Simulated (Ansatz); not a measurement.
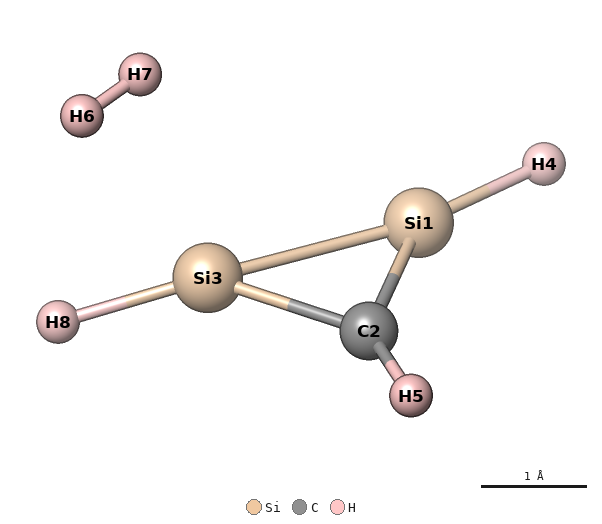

Orthographic view. Atoms fade into the background with distance from the viewer. The species has charge +1 and is a spin singlet. The computed structure is the end point of a PBE-D4/def2-SVP optimisation. No frequency run is at hand to confirm it as a minimum.

Give the distance matrix in Å.

| atom | Si1 | C2 | Si3 | H4 | H5 | H6 | H7 | H8 |
| --- | --- | --- | --- | --- | --- | --- | --- | --- |
| Si1 | 0.00 |  |  |  |  |  |  |  |
| C2 | 1.78 | 0.00 |  |  |  |  |  |  |
| Si3 | 2.17 | 1.80 | 0.00 |  |  |  |  |  |
| H4 | 1.50 | 3.11 | 3.63 | 0.00 |  |  |  |  |
| H5 | 2.74 | 1.10 | 2.76 | 3.86 | 0.00 |  |  |  |
| H6 | 3.95 | 3.49 | 2.44 | 5.22 | 4.13 | 0.00 |  |  |
| H7 | 3.45 | 3.30 | 2.32 | 4.61 | 4.05 | 0.78 | 0.00 |  |
| H8 | 3.61 | 3.10 | 1.49 | 5.03 | 3.84 | 2.52 | 2.76 | 0.00 |
